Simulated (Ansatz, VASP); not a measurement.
**Cross-check of PbSe (Clausthalite) between VASP and Ansatz**

One calculation is typed for both programs; each brings its own data sets and cutoff. How far apart do they land?

Main program and level: Ansatz 0.2.0; plane waves, with VASP 6.6.1 beside it; band structure at PBE0 and band structure at r2SCAN-EpsX.

## (1) The structure

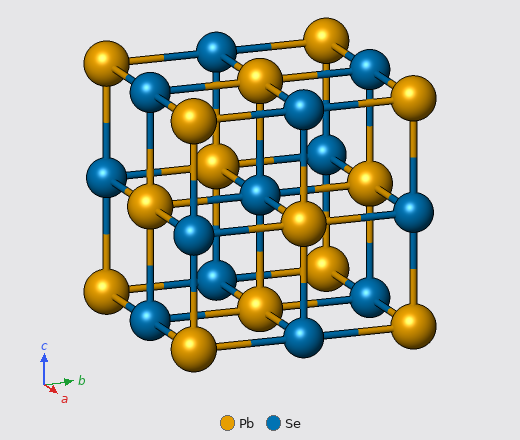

The cell as given, slightly off an axis (lead orange, selenium blue). This picture shows the conventional cell, with its axes. Some periodic images of atoms are drawn too.

## (2) VASP: band structure, PBE0

The same path points are solved in both programs, so levels can be compared one by one.

Lines of VASP's logs that name or quote its potential files are left out, and so is its time.

The input, INCAR:

```
SYSTEM = PbSe
PREC = Accurate
ENCUT = 350
EDIFF = 1E-06
NELM = 100
ISMEAR = 0
SIGMA = 0.03
LREAL = .FALSE.
ALGO = Normal
LHFCALC = .TRUE.
AEXX = 0.25
GGA = PE
LASPH = .TRUE.
NBANDS = 16
PRECFOCK = Fast
HFRCUT = -1
LORBIT = 11
LWAVE = .FALSE.
LCHARG = .FALSE.
KPAR = 4
```

The input, POSCAR:

```
PbSe
1.0
    0.0000000000      3.0606500000      3.0606500000
    3.0606500000      0.0000000000      3.0606500000
    3.0606500000      3.0606500000      0.0000000000
Pb Se
1 1
Direct
    0.0000000000      0.0000000000      0.0000000000
    0.5000000000      0.5000000000      0.5000000000
```

The input, KPOINTS:

```
Automatic mesh
0
Gamma
4 4 4
0 0 0
```

The input, KPOINTS_OPT:

```
Line mode
10
Line-mode
Reciprocal
  0.00000000   0.00000000   0.00000000 GAMMA
  0.50000000   0.00000000   0.50000000 X

  0.50000000   0.00000000   0.50000000 X
  0.50000000   0.25000000   0.75000000 W

  0.50000000   0.25000000   0.75000000 W
  0.37500000   0.37500000   0.75000000 K

  0.37500000   0.37500000   0.75000000 K
  0.00000000   0.00000000   0.00000000 GAMMA

  0.00000000   0.00000000   0.00000000 GAMMA
  0.50000000   0.50000000   0.50000000 L

  0.50000000   0.50000000   0.50000000 L
  0.62500000   0.25000000   0.62500000 U

  0.62500000   0.25000000   0.62500000 U
  0.50000000   0.25000000   0.75000000 W

  0.50000000   0.25000000   0.75000000 W
  0.50000000   0.50000000   0.50000000 L

  0.50000000   0.50000000   0.50000000 L
  0.37500000   0.37500000   0.75000000 K

  0.62500000   0.25000000   0.62500000 U
  0.50000000   0.00000000   0.50000000 X
```

Potentials, in the order of the species: Pb_d and Se (PBE family, release 64).

Run with:

```
mpirun -np 4 vasp_std
```

Numbers of over 12 decimals in the logs are rounded to 6 here.

The program printed:

```text
[banner, memory and clock lines left out]
running    4 mpi-ranks, on    1 nodes
 distrk:  each k-point on    1 cores,    4 groups
 distr:  one band on    1 cores,    1 groups

 POSCAR found type information on POSCAR PbSe
 POSCAR found :  2 types and       2 ions
 LDA part: xc-table for (Slater+PW92), standard interpolation
 found WAVECAR, reading the header
 POSCAR, INCAR and KPOINTS ok, starting setup
 FFT: planning ... GRIDC
 FFT: planning ... GRID_SOFT
 FFT: planning ... GRID
 HFRCUT set to (new)   9.568726
 reading WAVECAR
 the WAVECAR file was read successfully
 initial charge from wavefunction
 entering main loop
       N       E                     dE             d eps       ncg     rms          rms(c)
DAV:   1    -0.107064379870E+02   -0.10706E+02   -0.12845E+00   312   0.147E+01    0.172E+00
DAV:   2    -0.107170143014E+02   -0.10576E-01   -0.58627E-02   296   0.187E+00    0.116E+00
DAV:   3    -0.107104639780E+02    0.65503E-02   -0.84415E-03   368   0.122E+00    0.690E-01
DAV:   4    -0.107090696839E+02    0.13943E-02   -0.31614E-03   328   0.590E-01    0.403E-01
DAV:   5    -0.107088957653E+02    0.17392E-03   -0.70522E-04   336   0.260E-01    0.232E-01
DAV:   6    -0.107088177353E+02    0.78030E-04   -0.73553E-05   336   0.107E-01    0.125E-01
DAV:   7    -0.107087834304E+02    0.34305E-04   -0.21564E-05   312   0.496E-02    0.637E-02
DAV:   8    -0.107087736370E+02    0.97934E-05   -0.80387E-06   304   0.220E-02    0.313E-02
DAV:   9    -0.107087709156E+02    0.27213E-05   -0.19019E-06   280   0.101E-02    0.157E-02
DAV:  10    -0.107087702043E+02    0.71130E-06   -0.57877E-07   176   0.598E-03
   1 F= -.10708770E+02 E0= -.10708770E+02  d E =-.341907E-14
 Start KPOINTS_OPT (optional k-point list driver)
k-point batch [1-8\100]
       N       E                     dE             ncg
DAV:   1     0.154981435166E+03   -0.15039E+04      272
DAV:   2    -0.117174228259E+04   -0.13267E+04      264
DAV:   3    -0.126504002897E+04   -0.93298E+02      328
DAV:   4    -0.126754694154E+04   -0.25069E+01      312
DAV:   5    -0.126761513196E+04   -0.68190E-01      360
DAV:   6    -0.126761910613E+04   -0.39742E-02      376
DAV:   7    -0.126761918586E+04   -0.79730E-04      336
DAV:   8    -0.126761918663E+04   -0.77025E-06      256
[...]
k-point batch [97-100\100]
       N       E                     dE             ncg
DAV:   1     0.242951062446E+04   -0.20173E+04      128
DAV:   2     0.177176704222E+04   -0.65774E+03      136
DAV:   3     0.172210934710E+04   -0.49658E+02      168
DAV:   4     0.172083216763E+04   -0.12772E+01      192
DAV:   5     0.172079541932E+04   -0.36748E-01      192
DAV:   6     0.172079291601E+04   -0.25033E-02      224
DAV:   7     0.172079289085E+04   -0.25155E-04      192
DAV:   8     0.172079289065E+04   -0.19828E-06      144
```

From OUTCAR (step 2):

```text
ion  position               nearest neighbor table
   1  0.000  0.000  0.000-   2 3.06   2 3.06   2 3.06   2 3.06   2 3.06   2 3.06
   2  0.500  0.500  0.500-   1 3.06   1 3.06   1 3.06   1 3.06   1 3.06   1 3.06

  LATTYP: Found a face centered cubic cell.
 ALAT       =     6.1213000000

 Subroutine GETGRP returns: Found 48 space group operations
 (whereof 48 operations were pure point group operations)

The static configuration has the point symmetry O_h .

 Found      8 irreducible k-points:

   k-points           NKPTS =      8   k-points in BZ     NKDIM =     64   number of bands    NBANDS=     16

   dimension x,y,z NGX =    28 NGY =   28 NGZ =   28
   dimension x,y,z NGXF=    56 NGYF=   56 NGZF=   56

   ENCUT  =  350.0 eV  25.72 Ry    5.07 a.u.   6.60  6.60  6.60*2*pi/ulx,y,z

   NELECT =      20.0000    total number of electrons

 k-points in reciprocal lattice and weights: Automatic mesh
   0.00000000  0.00000000  0.00000000       0.016
   0.25000000  0.00000000  0.00000000       0.125
   0.50000000  0.00000000  0.00000000       0.062
   0.25000000  0.25000000  0.00000000       0.094
   0.50000000  0.25000000  0.00000000       0.375
  -0.25000000  0.25000000  0.00000000       0.188
   0.50000000  0.50000000  0.00000000       0.047
  -0.25000000  0.50000000  0.25000000       0.094

  exchange ACFDT corr.  =         0.00000000  see jH, gK, PRB 81, 115126

 average (electrostatic) potential at core
       1 -86.2152       2 -48.7218

 E-fermi :   4.6477

 k-point     1 :       0.0000    0.0000    0.0000
  band No.  band energies     occupation
    ...
      6     -10.7181      2.00000
      7      -2.2811      2.00000
      8       2.2114      2.00000
      9       2.2114      2.00000
     10       2.2114      2.00000
     11      10.6636      0.00000
     12      10.6636      0.00000
     13      10.6636      0.00000
     14      12.3010      0.00000
     15      12.3010      0.00000
    ...

 k-point     2 :       0.2500    0.0000    0.0000
  band No.  band energies     occupation
    ...
      6     -10.1676      2.00000
      7      -3.7968      2.00000
      8       2.4097      2.00000
      9       2.4097      2.00000
     10       3.3481      2.00000
     11       7.7530      0.00000
     12       8.5965      0.00000
     13       8.5965      0.00000
     14      12.3160      0.00000
     15      13.6048      0.00000
    ...

 k-point     3 :       0.5000    0.0000    0.0000
  band No.  band energies     occupation
    ...
      6      -9.5026      2.00000
      7      -5.2656      2.00000
      8       2.6773      2.00000
      9       2.6773      2.00000
     10       4.4934      2.00000
     11       5.7803      0.00000
     12       7.2692      0.00000
     13       7.2692      0.00000
     14      14.4649      0.00000
     15      16.2025      0.00000
    ...

  energy-cutoff  :      350.00
  volume of cell :       57.34
      direct lattice vectors                 reciprocal lattice vectors
     0.000000000  3.060650000  3.060650000    -0.163363991  0.163363991  0.163363991
     3.060650000  0.000000000  3.060650000     0.163363991 -0.163363991  0.163363991
     3.060650000  3.060650000  0.000000000     0.163363991  0.163363991 -0.163363991

 POSITION                                       TOTAL-FORCE (eV/Angst)
 -----------------------------------------------------------------------------------
      0.00000      0.00000      0.00000        -0.000000      0.000000      0.000000
      3.06065      3.06065      3.06065         0.000000      0.000000     -0.000000
 -----------------------------------------------------------------------------------
    total drift:                                0.000001      0.000001      0.000001

  FREE ENERGIE OF THE ION-ELECTRON SYSTEM (eV)
  ---------------------------------------------------
  free  energy   TOTEN  =       -10.7087702043 eV

  energy  without entropy=      -10.7087702043  energy(sigma->0) =      -10.70877020

 total charge
# of ion       s       p       d       tot
------------------------------------------
    1        1.519   0.487   9.845  11.851
    2        1.472   2.393   0.016   3.880
--------------------------------------------------
tot          2.990   2.880   9.861  15.731

[... 3 further parts left out ...]
```

## (3) Ansatz: band structure, PBE0

Ansatz runs on its default PAW (the set named soft_2) files.

The same cell, functional, mesh and smearing now go to Ansatz, which takes its cutoff from its data sets.

The input, input.yaml:

```yaml
crystal:
  lattice:
    - [0.0, 3.06065, 3.06065]
    - [3.06065, 0.0, 3.06065]
    - [3.06065, 3.06065, 0.0]
  atoms:
    - { symbol: Pb, position: [0.0, 0.0, 0.0] }
    - { symbol: Se, position: [0.5, 0.5, 0.5] }
hamiltonian:
  xc: pbe0
  pseudopotentials: { kind: paw }
kpoints:
  mp_grid: { grid: [4, 4, 4] }
  band_path:
    path:
      - [0.0, 0.0, 0.0]
      - [0.5, 0.0, 0.5]
      - [0.5, 0.22222, 0.72222]
      - [0.40278, 0.34722, 0.75]
      - [0.125, 0.125, 0.25]
      - [0.27778, 0.27778, 0.27778]
      - [0.5, 0.5, 0.5]
      - [0.55556, 0.38889, 0.55556]
      - [0.58333, 0.25, 0.66667]
      - [0.5, 0.30556, 0.69444]
      - [0.48611, 0.48611, 0.52778]
      - [0.625, 0.25, 0.625]
      - [0.5, 0.0, 0.5]
    npoints: 1
scf:
  occupations: { method: gaussian, width: 0.03 }
  n_extra_bands: 7
output:
  forces: true
  stress: true
  eigenvalues: true
```

Run with:

```
ansatz run input.yaml --threads 4 --pin off --max-ram 9216MiB --backend cpu --events-out ev --progress --plain --runs-dir out
```

The program printed:

```text
Warning: output.stress: scf.convergence.dr2_threshold = 1e-7 eV (the SCF's general default) is looser than the 2e-10 eV advised for a printed stress (1e-10 eV for each atom of the cell: 2). What an SCF threshold leaves in a stress goes as its square root, and in the free energy as the threshold itself, and one threshold admits the most on a small cell: [figures from the program's tests cut] Set scf.convergence.dr2_threshold to 2e-10 eV or tighter. The threshold is an SCF's pass mark: one that does not reach it within its budget of iterations ends unconverged, or closes short of it on a stop that the run arms, and scf.convergence.dr2_threshold's page says what that costs each kind of run
Warning: output.stress: scf.exx.energy_threshold = 1e-6 eV is looser than the 2e-8 eV advised for a stress under a hybrid functional (1e-8 eV for each atom of the cell: 2). Every SCF of the exchange loop can meet its threshold on dr2 while the loop round them stops early: no threshold on dr2 bounds what that leaves in the stress. Set scf.exx.energy_threshold to 2e-8 eV or tighter. The threshold is the loop's pass mark: a loop that does not reach it within its budget of cycles ends unconverged, and scf.exx.energy_threshold's page has the law
scf.n_extra_bands = 7 over 15 filled bands (N_el = 30.0): the run solves 22 bands
Engine: ansatz 0.2.0, aarch64-unknown-linux-gnu
Pseudopotentials: kind: paw
Pseudopotential: Pb, paw, valence charge 14, recommended cutoff 420 eV (normal), Pb.paw.azcp
Pseudopotential: Se, paw, valence charge 16, recommended cutoff 420 eV (normal), Se.paw.azcp
Functional definition: PBE0
  parameter a = 0.25
  parameter kappa = 0.804
  parameter beta = 0.066725
  exchange = (1 - a)*pbe_x(kappa = kappa, mu = beta*pi^2/3) + a*exact_x
  correlation = pbe_c(beta = beta)
Crystal: 2 atoms, lattice volume = 57.342 Å³
Basis set: ecut = 420 eV, 1139 PW (Γ), exchange–correlation on 60×60×60 points (8 copies of the dense FFT grid, shifted against one another)
Bands: 22, of which v1, the nominal top of the filled ones, is band 15 counted from 1 (14 counted from 0)
Symmetry: 48 space group operations
Space group: Fm-3m (ITA 225), of the structure as read, at distance tolerance 3.9e-5 Å
k-points: 8 of 64
Non-local potential: Pb, projectors of the file, l = 0: 2, l = 1: 2, l = 2: 2, l = 3: 2
Non-local potential: Se, projectors of the file, l = 0: 2, l = 1: 2, l = 2: 3, l = 3: 1
PAW form: soft (Blöchl's): semilocal exchange-correlation on the pseudo side does not see the compensation charge
PAW frozen core: Pb, regenerated for the run's functional, and the local potential with it (the file was generated under x = pbe(κ = 0.804, μ = 0.219515), c = pbe(β = 0.066725))
PAW frozen core: Se, regenerated for the run's functional, and the local potential with it (the file was generated under x = pbe(κ = 0.804, μ = 0.219515), c = pbe(β = 0.066725))
PAW one-centre angular grid: Pb, 590 points (default); XC on 64 Gauss nodes
PAW one-centre angular grid: Se, 590 points (default); XC on 64 Gauss nodes
Initial density: superposition of atomic densities (neutral atoms: chi_scale 0, normalization atom), corrected by the library's trained network
Initial wavefunctions: pseudopotential atomic-orbital guess
Functional: x = pbe(κ = 0.804, μ = 0.219515), c = pbe(β = 0.066725), warm-up for x = 0.75 pbe(κ = 0.804, μ = 0.219515) + 0.25 exact, c = pbe(β = 0.066725)
SCF iter   1: F=—  HF=-17376.593714 eV  |F-HF|=—  |Δ(HF+E_count)|=         —  Δρ=8.09e-4  dr2=2.75e-4  ethr=1.77e-3  ⟨swp⟩=13.0  Hψ=830  notcnv=0
preconditioner: auto → none  [insulator: Δε(μ)=0.287 eV  Ē_g=17.911 eV  σ=0.030 eV  W_gap=1.00  n_scr=14 (ndim 8)  ℏωp=21.9 eV  f_vac=0.019  D(μ)=0.00/eV (n_scr^D=0)]
SCF iter   2: F=—  HF=-17376.593878 eV  |F-HF|=—  |Δ(HF+E_count)|=   1.64e-4  Δρ=3.12e-4  dr2=5.77e-5  ethr=9.17e-7  ⟨swp⟩=5.2  Hψ=590  notcnv=0  defer=4
iter 3 solved again at ethr=1.66e-8 eV; its pass at ethr=1.92e-7 eV (dr2=4.99e-6 eV) is discarded
SCF iter   3: F=-17376.593907 eV  HF=-17376.593897 eV  |F-HF|=9.45e-6  |Δ(HF+E_count)|=   1.91e-5  Δρ=1.36e-4  dr2=5.19e-6  ethr=1.66e-8  ⟨swp⟩=3.0  Hψ=631  notcnv=0
SCF 1 stopped early in 3 iterations: F = -17376.593907 eV  dr2 = 5.19e-6
  greatest PAW one-centre occupation: 1.000 electrons in one spin orbital (limit 2), on the Se atom at site 1 (counted from 0), in its partial waves of l = 2
Initial density: handed on by an earlier stage of this run
Initial wavefunctions: those handed on with the density
Functional: x = 0.75 pbe(κ = 0.804, μ = 0.219515) + 0.25 exact, c = pbe(β = 0.066725)
Frozen-core exchange: fock
SCF iter   1: F=—  HF=-17378.606840 eV  |F-HF|=—  |Δ(HF+E_count)|=         —  Δρ=5.20e-3  dr2=1.58e-2  ethr=1.73e-7  ⟨swp⟩=9.2  Hψ=953  notcnv=0
preconditioner: auto → none  [insulator: Δε(μ)=1.258 eV  Ē_g=20.584 eV  σ=0.030 eV  W_gap=1.00  n_scr=14 (ndim 8)  ℏωp=21.9 eV  f_vac=0.019  D(μ)=0.00/eV (n_scr^D=0)]
SCF iter   2: F=—  HF=-17378.598611 eV  |F-HF|=—  |Δ(HF+E_count)|=   8.23e-3  Δρ=2.28e-3  dr2=3.10e-3  ethr=1.73e-7  ⟨swp⟩=4.9  Hψ=618  notcnv=0
SCF iter   3: F=—  HF=-17378.607291 eV  |F-HF|=—  |Δ(HF+E_count)|=   8.68e-3  Δρ=1.37e-3  dr2=1.14e-3  ethr=1.73e-7  ⟨swp⟩=4.1  Hψ=573  notcnv=0
SCF iter   4: F=—  HF=-17378.606949 eV  |F-HF|=—  |Δ(HF+E_count)|=   3.42e-4  Δρ=3.92e-4  dr2=1.41e-4  ethr=1.73e-7  ⟨swp⟩=4.0  Hψ=446  notcnv=0
SCF iter   5: F=—  HF=-17378.607254 eV  |F-HF|=—  |Δ(HF+E_count)|=   3.06e-4  Δρ=2.21e-4  dr2=6.23e-5  ethr=1.73e-7  ⟨swp⟩=3.2  Hψ=320  notcnv=0
SCF iter   6: F=-17378.607246 eV  HF=-17378.607246 eV  |F-HF|=4.80e-7  |Δ(HF+E_count)|=   8.18e-6  Δρ=3.31e-5  dr2=9.17e-7  ethr=1.73e-7  ⟨swp⟩=3.4  Hψ=331  notcnv=0
SCF 2 stopped early in 6 iterations: F = -17378.607246 eV  dr2 = 9.17e-7
hybrid outer 1: dexx = +1.105e-2 eV, tail = 4.81e-5 eV
Frozen-core exchange: fock
SCF iter   1: F=—  HF=-17378.607317 eV  |F-HF|=—  |Δ(HF+E_count)|=         —  Δρ=6.28e-5  dr2=1.15e-6  ethr=8.02e-7  ⟨swp⟩=4.6  Hψ=442  notcnv=0
preconditioner: auto → none  [insulator: Δε(μ)=1.285 eV  Ē_g=20.572 eV  σ=0.030 eV  W_gap=1.00  n_scr=14 (ndim 8)  ℏωp=21.9 eV  f_vac=0.019  D(μ)=0.00/eV (n_scr^D=0)]
SCF iter   2: F=—  HF=-17378.607318 eV  |F-HF|=—  |Δ(HF+E_count)|=   5.18e-7  Δρ=3.07e-5  dr2=2.38e-7  ethr=3.70e-9  ⟨swp⟩=4.0  Hψ=483  notcnv=0
SCF iter   3: F=—  HF=-17378.607318 eV  |F-HF|=—  |Δ(HF+E_count)|=   1.28e-8  Δρ=8.88e-6  dr2=1.94e-8  ethr=7.80e-10  ⟨swp⟩=2.6  Hψ=308  notcnv=0  defer=3
SCF iter   4: F=-17378.607318 eV  HF=-17378.607318 eV  |F-HF|=1.58e-9  |Δ(HF+E_count)|=   1.01e-8  Δρ=2.67e-6  dr2=4.89e-9  ethr=5.50e-11  ⟨swp⟩=4.8  Hψ=436  notcnv=0  defer=1
SCF 3 converged in 4 iterations: F = -17378.607318 eV  dr2 = 4.89e-9
  Residual-converged pass: ⟨swp⟩=3.0  Hψ=347  notcnv=0  max |occ|·‖R‖ = 2.1e-6 eV (tolerance 2.4e-6 eV)  dr2=4.96e-9  dr2_onsite=8.17e-10  max |Δocc| = 1.3e-208
hybrid outer 2: dexx = +5.236e-7 eV, tail = 2.96e-8 eV, Δε = 1.86e-3 eV (about 7.32e-5 eV left of the loop's levels)
NSCF: frozen V_eff on 13 k-points
hybrid SCF converged: 2 outer / 10 inner (+3 warm-up), last move |dexx| = 5.24e-7 eV, tail = 2.96e-8 eV
Stability not checked: this state was not tested for a lower state beside it, because the functional holds exact exchange (a hybrid, or Hartree-Fock), whose exchange loop this test does not read (fock_operator; see scf.lower_state_search)
Free energy (F): -17378.607318 eV
Frozen-core exchange: fock
Harris-Foulkes:  -17378.607318 eV  (|F-HF|=1.58e-9)
Internal energy: -17378.607318 eV  (E = F + TS)
E sigma→0 (E₀):  -17378.607318 eV
Fermi energy:    9.103288 eV
--- Per-component energies (eV) ---
  E_band       = -508.183334
  E_kinetic    = 404.882418
  E_local      = -3527.928122  (includes V_loc(G=0)·N_el)
  E_nonlocal   = -246.191995
  E_hartree    = 1644.857425
  E_xc         = -250.429719
  E_vxc        = -178.606697  (∫ρ·V_xc dr)
  E_exx        = -111.950439  (= α·E_x^exact, valence–valence)
  E_paw        = -12279.411623  (= ΣΔE_a)
  E_vpaw       = -26.149758  (= ΣTr[D̂ρ^β])
  E_aug_tail   = -0.000503  (compensation charges beyond the density's cutoff)
  E_ewald      = -3011.707258
  E_core_change = -0.727505  (= ΣΔE_core)
  E_smearing   = -0.000000  (= −TS)
  E_closure    = 0.000004  (closes the sum)
  Σ components = -17378.607318   (vs F -17378.607318, Δ=0.00e0)
--- Forces (eV/Å), atoms counted from 1 ---
  atom   1  Pb    -0.00000000     0.00000000     0.00000000
  atom   2  Se    -0.00000000     0.00000000     0.00000000
  max |Σ_I F_I| component: 4.34e-29 eV/Å
--- Stress (GPa, compression-positive) ---
        1.385390       0.000000       0.000000
       -0.000000       1.385390       0.000000
       -0.000000      -0.000000       1.385390
  P = ⅓ Tr σ = 1.3854 GPa (13.854 kbar)
--- Band table (eV; the first three rows and the last of 8) ---
  k-point 0: bands = [... 11 lower, 1.7192, 6.1904, 6.1904, 6.1904, 14.6092, 14.6092, 14.6092, 16.2624, ... 3 higher]
  k-point 1: bands = [... 11 lower, 0.1607, 6.3823, 6.3823, 7.3152, 11.7270, 12.5567, 12.5567, 16.2717, ... 3 higher]
  k-point 2: bands = [... 11 lower, -1.2908, 6.6436, 6.6436, 8.4605, 9.7460, 11.2242, 11.2242, 18.4309, ... 3 higher]
  k-point 7: bands = [... 11 lower, -0.3404, 3.5564, 3.5564, 7.4870, 11.4726, 14.7817, 14.7817, 17.6790, ... 3 higher]
```

It took 24 s on 4 threads of Arm Neoverse V1, shared host; peak memory 0.79 GiB.

Reading the cycles: dr2 is the Hartree energy of the density residual (eV), the measure of convergence; HF is the Harris–Foulkes estimate of the energy, which meets the free energy F at convergence.

(Continued in part 2 of 2.)

[Lines on the potential files, build, host, timing and source positions are cut from VASP's logs without a mark.]

[Logs are printed without paths, hosts, clocks, repeated set-up lines and the standing remarks that a program may print on its own settings, such as how far it seeks lower states.]

[Hosts, paths, dates, database ids (printed as entryN), source tags and the programs' standing remarks are cut or masked in the printed files.]
